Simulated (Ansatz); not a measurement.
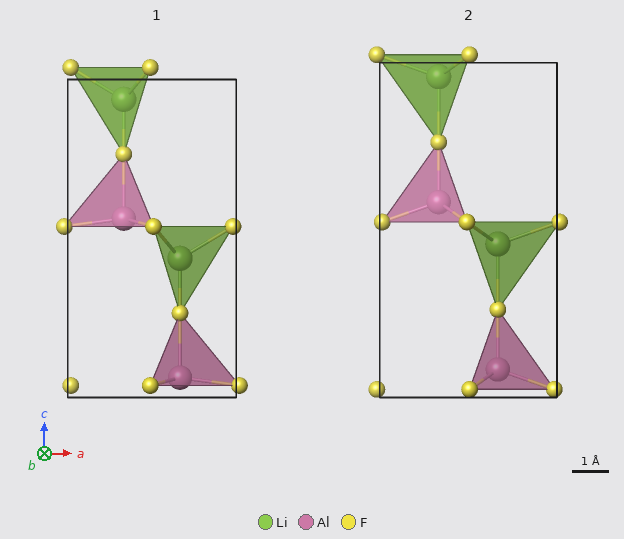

Two geometries of solid LiAlF₄ (a generated structure, set up in P6_3mc) (coarse preliminary run), drawn at one scale. One is the start of a relaxation, the other its converged end. A polyhedral model of the cell of the calculation, seen along the b axis.

Theory: DFT PBE, scalar-relativistic, plane waves, PAW in Ansatz 0.2.0. (plane-wave cutoff 420 eV; k-point mesh 6 × 6 × 2; occupations gaussian; smearing width 0.1 eV; no spin polarisation; cell and atoms relaxed; force threshold 0.04 eV/Å; at most 70 steps)

Question: Which of the two is the end point?

Answer: Structure 2 is the relaxed one. Over 6 accepted moves (8 points after the start) the energy falls by 166 meV per atom. Largest force component: 3.5 eV/Å at the start, 0.037 eV/Å at the end. The pressure goes from 2.75 to 0.26 GPa. The SCF was repeated twice at an unchanged geometry on a basis and grid sized afresh for the cell, which shifted the energy by 13.7 meV per atom at most. The largest moves relative to the cell, 0.21 Å, are those of F atoms. By element the largest moves are F 0.21 Å, Al 0.20 Å, Li 0.20 Å. Cell: a = b 5.511 → 5.797 Å (+5.2 %), c 9.000 → 9.470 Å (+5.2 %). Volume +16.4 %. Some distances before and after: F–Li 1.551 → 1.856 Å, Al–F 1.824 → 1.694 Å, F–Li 1.750 → 1.856 Å. Bond angles that change, for instance: Li–F–Al 156.6° → 179.9°, F–Li–F 95.9° → 109.4°, F–Al–F 97.6° → 109.4°. The space group stays P6_3mc (No. 186). The run took 2 min on 1 thread of Arm Neoverse V1, on a shared host, peak memory 0.48 GiB.
